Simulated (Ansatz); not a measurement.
Run report: C$_{2}$H$_{8}$BFSi, geometry relaxation (part 2 of 2)

Continued. System: C$_{2}$H$_{8}$BFSi. Method: UKS PBE/STO-3G (Ansatz 0.2.0). It belongs to a series of runs on one base structure; here: start relaxed.

Geometry of the input (Å):
```
B  -0.5603  1.4707  1.6608
C  -0.7305  0.7810  0.2454
Si 0.5652  -0.5239  0.0901
C  0.5238  -1.3743  -1.5499
F  0.6245  -0.4727  -2.5805
H  0.3731  2.1267  1.9266
H  -1.4837  1.4863  2.4154
H  -0.5632  1.5430  -0.5755
H  -1.7204  0.3231  0.2005
H  1.9266  0.1019  0.2340
H  0.4220  -1.5114  1.2031
H  -0.5355  -1.8399  -1.6159
H  1.1788  -2.1453  -1.6392
```

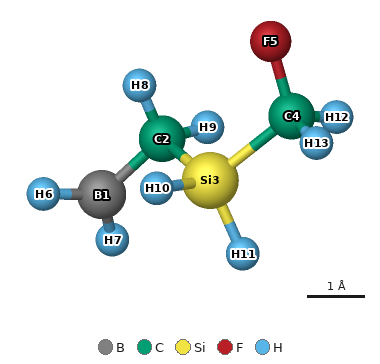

Fig. 1: The geometry at step 5 of the log (ball-and-stick view, seen at a tilt; atoms are numbered from 1 in the order of the input).

**Log, continued**
```
relax step  10: F+E_penalty+E_count = -13298.54026121 eV  Δ(F+E_penalty+E_count) = -2.084e-4 eV  max|allowed force component| = 1.485e-2 eV/Å  Δτ_max = 0.0090 Å  (21 SCF iters, accepted)
536 factors; integrals over basis functions are off by at most 2.3e-5 eV
mean field -13298.54026121 eV, -488.7123405251 hartree, gradient 1.2e-5 eV, S^2 0.000000; 1 other end points of the search recorded, 0 dependent functions left out
the calculation of the forces begins
reference -13298.54028497 eV, -488.7123413984 hartree; 24, 24 occupied and 13, 13 virtual orbitals, 536 factors
Total energy: -13298.54028497 eV, -488.7123413984 hartree
Atom 0 at    -0.566766     1.493058     1.638420 Å, force     0.002955    -0.000225    -0.005938 eV/Å
Atom 1 at    -0.767375     0.905979     0.232045 Å, force     0.002840    -0.008336     0.002646 eV/Å
Atom 2 at     0.555526    -0.475385     0.157017 Å, force     0.007677     0.014850     0.000485 eV/Å
Atom 3 at     0.454328    -1.368069    -1.552114 Å, force    -0.007868    -0.009958     0.011114 eV/Å
Atom 4 at     0.701750    -0.541559    -2.673230 Å, force     0.000820     0.004183     0.000475 eV/Å
Atom 5 at     0.225450     2.348855     1.825885 Å, force    -0.000654     0.000880     0.000784 eV/Å
Atom 6 at    -1.134446     1.035778     2.567822 Å, force    -0.000285    -0.000746     0.002398 eV/Å
Atom 7 at    -0.541499     1.593884    -0.602060 Å, force    -0.000907     0.007019    -0.003859 eV/Å
Atom 8 at    -1.742879     0.417305     0.061562 Å, force    -0.006545     0.001819    -0.001137 eV/Å
Atom 9 at     1.886595     0.087241     0.337040 Å, force    -0.002221    -0.001660     0.005472 eV/Å
Atom 10 at     0.317000    -1.470119     1.194901 Å, force     0.003504    -0.004531    -0.003003 eV/Å
Atom 11 at    -0.559989    -1.844791    -1.642343 Å, force     0.000322    -0.001222    -0.006082 eV/Å
Atom 12 at     1.192705    -2.216977    -1.530044 Å, force     0.000363    -0.002073    -0.003355 eV/Å
Dipole moment:     0.013700    -0.273624    -0.118888 e Å
```

**Trajectory as extended XYZ (Å, eV, eV/Å), 10 frames, from step=1 to step=10**
```
13
Properties=species:S:1:pos:R:3:forces:R:3 step=1 energy=-13297.80524
B    -0.5603    1.4707    1.6608   -1.0097   0.4043  -0.8926
C    -0.7305    0.7810    0.2454   -0.0040   1.4562   0.8246
Si    0.5652   -0.5239    0.0901    2.4326  -0.2200   2.4323
C     0.5238   -1.3743   -1.5499   -5.4700   1.6212   0.4701
F     0.6245   -0.4727   -2.5805    0.6019   1.5473  -2.0791
H     0.3731    2.1267    1.9266    0.4207  -0.0279   0.0655
H    -1.4837    1.4863    2.4154    0.4138  -0.3528   0.0467
H    -0.5632    1.5430   -0.5755   -0.2613  -0.6858   0.5907
H    -1.7204    0.3231    0.2005   -0.4665   0.0104  -0.5616
H     1.9266    0.1019    0.2340   -0.9939  -0.3860  -0.0426
H     0.4220   -1.5114    1.2031    0.0155   0.4731  -0.6685
H    -0.5355   -1.8399   -1.6159    0.9416  -0.0627   0.0981
H     1.1788   -2.1453   -1.6392    3.3794  -3.7774  -0.2836
13
Properties=species:S:1:pos:R:3:forces:R:3 step=2 energy=-13298.20618
B    -0.6412    1.6161    1.5945    0.3270  -2.2567   1.6793
C    -0.7368    0.8069    0.2513   -0.7214   1.5181   0.2032
Si    0.6051   -0.5017    0.1363    0.2411  -0.0887   0.7583
C     0.4612   -1.3638   -1.5509   -0.9777   0.0073  -0.2015
F     0.6337   -0.4713   -2.6315    0.0355   0.1011  -0.3416
H     0.4047    2.0976    1.9362   -0.6275   0.4904  -0.4870
H    -1.4161    1.3386    2.5228    0.5931   0.8030  -1.2459
H    -0.5449    1.5118   -0.5866    0.0525  -0.2291  -0.1660
H    -1.7378    0.3614    0.0993    0.1304  -0.0351  -0.0869
H     1.9140    0.1252    0.2779   -0.0345  -0.0484  -0.0456
H     0.4381   -1.4914    1.1977    0.0292   0.0202  -0.0758
H    -0.5511   -1.8765   -1.6239    0.3012   0.2640   0.0425
H     1.1914   -2.1877   -1.6084    0.6510  -0.5463  -0.0329
13
Properties=species:S:1:pos:R:3:forces:R:3 step=3 energy=-13298.45839
B    -0.6049    1.5177    1.6569    0.0226  -0.1408   0.2123
C    -0.7438    0.8315    0.2527   -0.2798   0.7244   0.5348
Si    0.5938   -0.4991    0.1381    0.0970  -0.1059   0.1703
C     0.4574   -1.3757   -1.5618   -0.2609  -0.1563  -0.1627
F     0.6125   -0.5001   -2.6657   -0.0110  -0.0557  -0.0275
H     0.3758    2.1648    1.9270   -0.5692  -0.2583  -0.2376
H    -1.4233    1.3487    2.5294    0.5031   0.0443  -0.5343
H    -0.5207    1.5492   -0.5648    0.0806  -0.0988   0.0498
H    -1.7437    0.3972    0.0674    0.1137  -0.0373   0.0049
H     1.9027    0.1227    0.2719    0.0255  -0.0172  -0.0051
H     0.4325   -1.4908    1.1940   -0.0015  -0.0209  -0.0122
H    -0.5395   -1.9053   -1.6221    0.1319   0.1585   0.0036
H     1.2216   -2.1955   -1.6080    0.1481  -0.0359   0.0037
13
Properties=species:S:1:pos:R:3:forces:R:3 step=4 energy=-13298.49638
B    -0.6055    1.5064    1.6669    0.0734   0.0822  -0.1138
C    -0.7458    0.8532    0.2626   -0.1149   0.2905   0.2806
Si    0.5871   -0.4975    0.1414    0.0368  -0.0440   0.0072
C     0.4542   -1.3828   -1.5658    0.0058  -0.0433  -0.0842
F     0.5957   -0.5176   -2.6810   -0.0109  -0.0668   0.0557
H     0.3459    2.1813    1.9144   -0.2560  -0.1371  -0.0791
H    -1.4057    1.3271    2.5263    0.1736  -0.0892  -0.1128
H    -0.4982    1.5671   -0.5485    0.0482  -0.0438   0.0180
H    -1.7403    0.4172    0.0605    0.0542  -0.0218  -0.0083
H     1.9007    0.1147    0.2711    0.0261  -0.0074   0.0119
H     0.4272   -1.4952    1.1910   -0.0199  -0.0184   0.0072
H    -0.5344   -1.9178   -1.6186    0.0234   0.0284  -0.0051
H     1.2393   -2.1910   -1.6054   -0.0398   0.0709   0.0227
13
Properties=species:S:1:pos:R:3:forces:R:3 step=5 energy=-13298.51328
B    -0.6097    1.5030    1.6608    0.0091   0.1594   0.1493
C    -0.7344    0.9000    0.2620    0.3073  -0.2852  -0.3663
Si    0.5867   -0.4883    0.1477   -0.1573   0.0168   0.2465
C     0.4235   -1.3770   -1.5559    0.2564   0.1084   0.0635
F     0.5552   -0.5293   -2.6805   -0.0288   0.0006  -0.0599
H     0.2329    2.3092    1.8641   -0.0527  -0.0677   0.0836
H    -1.3043    1.1569    2.5524    0.0734  -0.0424  -0.0007
H    -0.4251    1.5879   -0.5443   -0.1273   0.1070  -0.0815
H    -1.6918    0.4202    0.0015   -0.1368   0.0787   0.0621
H     1.9253    0.0731    0.2953   -0.0678  -0.0255  -0.0200
H     0.3784   -1.5022    1.1774    0.0247   0.0625  -0.0101
H    -0.5510   -1.9316   -1.6001   -0.0423  -0.0180   0.0369
H     1.2347   -2.1567   -1.5653   -0.0578  -0.0945  -0.1032
13
Properties=species:S:1:pos:R:3:forces:R:3 step=6 energy=-13298.53151
B    -0.5889    1.4850    1.6454   -0.0435   0.1625   0.1999
C    -0.7401    0.9083    0.2377    0.0327  -0.0718  -0.2562
Si    0.5710   -0.4762    0.1584    0.0596  -0.1032   0.0417
C     0.4342   -1.3711   -1.5457    0.1137   0.0168   0.0251
F     0.5675   -0.5328   -2.6774   -0.0113   0.0112  -0.0050
H     0.2404    2.3023    1.8549   -0.0342  -0.0571   0.0598
H    -1.2462    1.0893    2.5460    0.0830  -0.0143  -0.0299
H    -0.4536    1.6022   -0.5716   -0.0451   0.0558  -0.0531
H    -1.7080    0.4363   -0.0004   -0.0755   0.0271   0.0483
H     1.9068    0.0828    0.3184   -0.0213  -0.0042   0.0052
H     0.3487   -1.4807    1.1919    0.0017   0.0352   0.0062
H    -0.5460   -1.9180   -1.5842   -0.0281  -0.0190  -0.0034
H     1.2345   -2.1622   -1.5584   -0.0316  -0.0389  -0.0387
13
Properties=species:S:1:pos:R:3:forces:R:3 step=7 energy=-13298.53318
B    -0.5783    1.4954    1.6367    0.0519   0.0528   0.0054
C    -0.7323    0.9177    0.2205    0.0093   0.0143   0.0260
Si    0.5636   -0.4903    0.1632   -0.0175   0.0747  -0.0143
C     0.4436   -1.3752   -1.5478   -0.0096  -0.0541  -0.0194
F     0.6238   -0.5343   -2.6714    0.0158   0.0077   0.0131
H     0.1373    2.4109    1.8420    0.0651   0.0006   0.0117
H    -1.1073    0.9841    2.5598   -0.0633  -0.0183  -0.0048
H    -0.4771    1.6113   -0.6013   -0.0392  -0.0174   0.0263
H    -1.7147    0.4536    0.0266   -0.0177  -0.0832  -0.0366
H     1.8969    0.0607    0.3531    0.0363  -0.0038  -0.0145
H     0.3167   -1.4814    1.2024   -0.0323   0.0018  -0.0038
H    -0.5574   -1.8838   -1.6081   -0.0146   0.0060  -0.0001
H     1.2055   -2.2035   -1.5608    0.0157   0.0189   0.0109
13
Properties=species:S:1:pos:R:3:forces:R:3 step=8 energy=-13298.53975
B    -0.5646    1.4976    1.6332   -0.0082   0.0091   0.0095
C    -0.7619    0.9055    0.2291    0.0221  -0.0018  -0.0100
Si    0.5572   -0.4785    0.1618    0.0137  -0.0532   0.0177
C     0.4526   -1.3665   -1.5496    0.0000   0.0170   0.0089
F     0.6751   -0.5228   -2.6632    0.0039  -0.0094  -0.0310
H     0.2219    2.3586    1.8238   -0.0065  -0.0142  -0.0127
H    -1.1341    1.0375    2.5599    0.0046   0.0027   0.0172
H    -0.5370    1.5880   -0.6096    0.0040   0.0133  -0.0043
H    -1.7345    0.4118    0.0602   -0.0333   0.0082  -0.0012
H     1.8919    0.0710    0.3533   -0.0015   0.0149  -0.0087
H     0.3069   -1.4743    1.1955   -0.0016  -0.0031   0.0067
H    -0.5556   -1.8572   -1.6339   -0.0044   0.0069  -0.0002
H     1.2025   -2.2056   -1.5457    0.0074   0.0097   0.0081
13
Properties=species:S:1:pos:R:3:forces:R:3 step=9 energy=-13298.54005
B    -0.5651    1.4931    1.6357   -0.0070   0.0031   0.0170
C    -0.7656    0.9072    0.2295    0.0141   0.0062   0.0005
Si    0.5570   -0.4736    0.1571    0.0070  -0.0179   0.0248
C     0.4533   -1.3675   -1.5500   -0.0102  -0.0113   0.0147
F     0.6947   -0.5382   -2.6693    0.0119   0.0150  -0.0437
H     0.2226    2.3529    1.8268   -0.0060  -0.0094  -0.0102
H    -1.1306    1.0293    2.5630    0.0017   0.0031   0.0139
H    -0.5431    1.5963   -0.6042    0.0086   0.0050  -0.0174
H    -1.7390    0.4149    0.0597   -0.0237   0.0029   0.0003
H     1.8896    0.0828    0.3437   -0.0015   0.0077  -0.0067
H     0.3134   -1.4696    1.1922   -0.0004  -0.0025   0.0085
H    -0.5595   -1.8472   -1.6383   -0.0119   0.0026   0.0021
H     1.1927   -2.2152   -1.5310    0.0173  -0.0045  -0.0037
13
Properties=species:S:1:pos:R:3:forces:R:3 step=10 energy=-13298.54026
B    -0.5668    1.4931    1.6384    0.0030  -0.0002  -0.0059
C    -0.7674    0.9060    0.2320    0.0028  -0.0083   0.0026
Si    0.5555   -0.4754    0.1570    0.0077   0.0149   0.0005
C     0.4543   -1.3681   -1.5521   -0.0079  -0.0100   0.0111
F     0.7017   -0.5416   -2.6732    0.0008   0.0042   0.0005
H     0.2255    2.3489    1.8259   -0.0007   0.0009   0.0008
H    -1.1344    1.0358    2.5678   -0.0003  -0.0007   0.0024
H    -0.5415    1.5939   -0.6021   -0.0009   0.0070  -0.0039
H    -1.7429    0.4173    0.0616   -0.0065   0.0018  -0.0011
H     1.8866    0.0872    0.3370   -0.0022  -0.0017   0.0055
H     0.3170   -1.4701    1.1949    0.0035  -0.0045  -0.0030
H    -0.5600   -1.8448   -1.6423    0.0003  -0.0012  -0.0061
H     1.1927   -2.2170   -1.5300    0.0004  -0.0021  -0.0034
```

**Results in brief**

- outcome: converged
- total energy: −13298.5403 eV
- mean-field energy: −13298.5403 eV
- largest force (length of the vector) at the end: 0.017 eV/Å
- hardware: 1 thread of Arm Neoverse V2, 24 GiB of memory available, shared host
- wall time: 37 s
- peak memory: 0.17 GiB
